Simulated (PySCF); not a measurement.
Input file:

```
{"job": {"kind": "uv", "xc": "wB97X-D", "basis": "def2-SVPD", "nstates": 8, "ntriplets": 3}, "charge": 0, "multiplicity": 1}
C      3.083943     0.959404     0.454745
C      2.449959    -0.011199     0.162867
C      1.665995    -1.183356    -0.190495
C      0.266815    -0.836948    -0.305392
C     -0.879856    -0.481223    -0.391045
C     -2.247536    -0.165765    -0.499740
F     -3.107976    -1.198887    -0.607392
C     -2.727529     1.080064    -0.502939
F     -1.957882     2.156151    -0.403540
F     -4.004639     1.414590    -0.601808
H      3.647715     1.806163     0.709264
H      1.786815    -1.951695     0.581068
H      2.019787    -1.586811    -1.145816
```

Run with:

```sh
OMP_NUM_THREADS=1 python probes_run.py task.json out
```

Geometry: GFN2-xTB.

Theory: PySCF, wB97X-D/def2-SVPD, SCF density, gas phase.

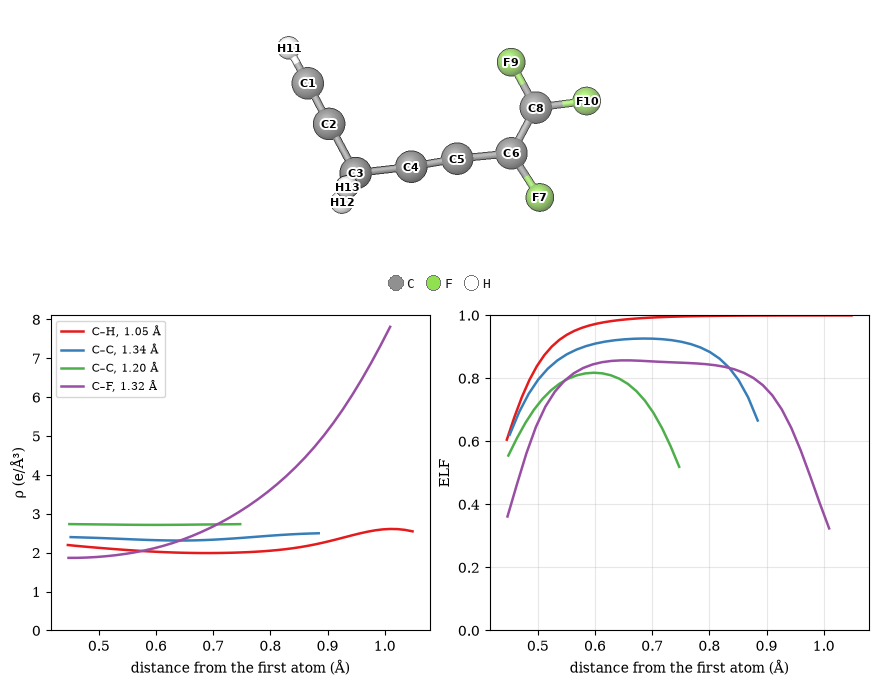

C7H3F3 (SMILES C#CCC#CC(F)=C(F)F). Electron density and ELF along straight lines between neighbouring atoms. The curves leave out the atomic cores. The structure is drawn too.

Compare the contacts.

C–H (1.05 Å): ρ at the midpoint is about 2.1 e/Å³; the ELF climbs to about 1 towards the hydrogen, as it does in any bond to H (an ordinary covalent bond to hydrogen).
C–C (1.34 Å): the density is about 2.3 e/Å³ at the midpoint; the ELF peaks at about 0.95 between the atoms; a multiple bond.
C–C (1.20 Å): ρ is about 2.7 e/Å³ halfway; the ELF peaks at about 0.80 between the atoms (a multiple bond).
C–F (1.32 Å): ρ at the midpoint is about 2.4 e/Å³; the ELF peaks at about 0.85 between the atoms, as expected for a shared but strongly polarised pair.
